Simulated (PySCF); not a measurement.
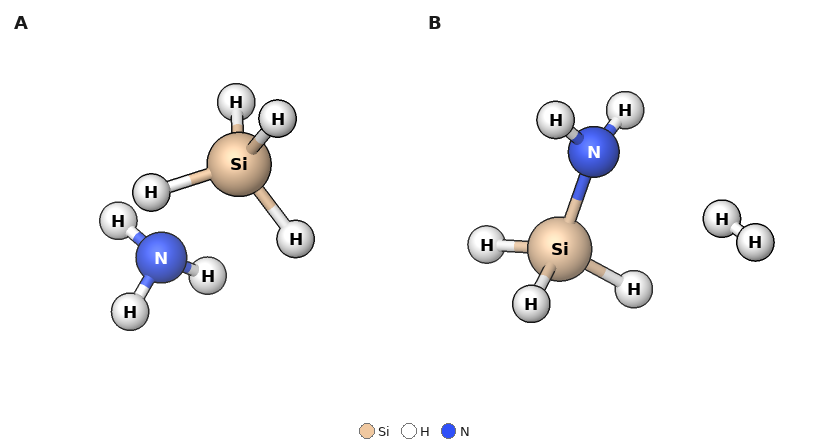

2 stationary structures of one formula. Geometries: PBE0-D4/def2-TZVP. Electronic energies: CCSD(T)/CBS (MP2 limit from def2-TZVPP and def2-QZVPP plus CCSD(T) − MP2) (PySCF 2.14.0), without zero-point energy. No frequency run is at hand to confirm each as a minimum. Each is one conformer, not always the lowest.

> Rank them by energy, lowest first.

B is lowest; A lies 0.150 eV above it.
